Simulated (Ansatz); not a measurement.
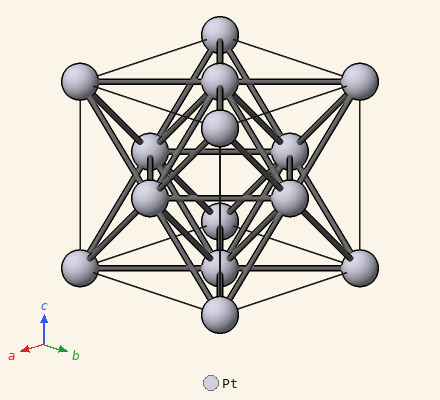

Pt (Fm-3m, No. 225): the input geometry of an electronic-structure calculation (not necessarily at equilibrium).

```yaml
crystal:
  lattice:
    - [3.92000, 0.00000, 0.00000]
    - [0.00000, 3.92000, 0.00000]
    - [0.00000, 0.00000, 3.92000]
  atoms:
    - { symbol: Pt, position: [0.00000, 0.00000, 0.00000] }
    - { symbol: Pt, position: [0.00000, 0.50000, 0.50000] }
    - { symbol: Pt, position: [0.50000, 0.00000, 0.50000] }
    - { symbol: Pt, position: [0.50000, 0.50000, 0.00000] }
```

> What will a dark-field STEM-like image along [221] show? The image is simulated as a sum over atoms of Z^1.7, blurred by a 0.50 Å probe (no channelling). The probe carries 25 % of its weight in a tail 2.5 times as wide. Shot noise and a slight drift were added.

The columns repeat on a centred rectangular net of 0.92 × 2.77 Å (plane group c2mm). All columns are alike (Pt). The shortest distance between visible columns is 0.92 Å in projection. Along the beam the structure repeats every 11.76 Å.

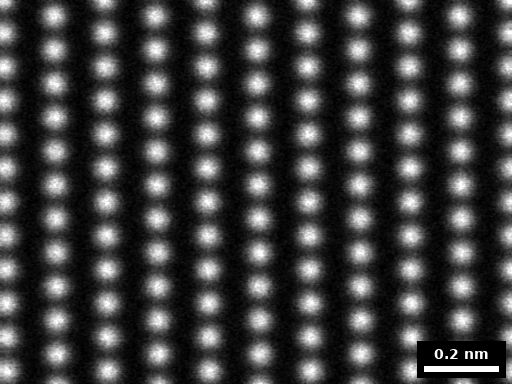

The simulated image.
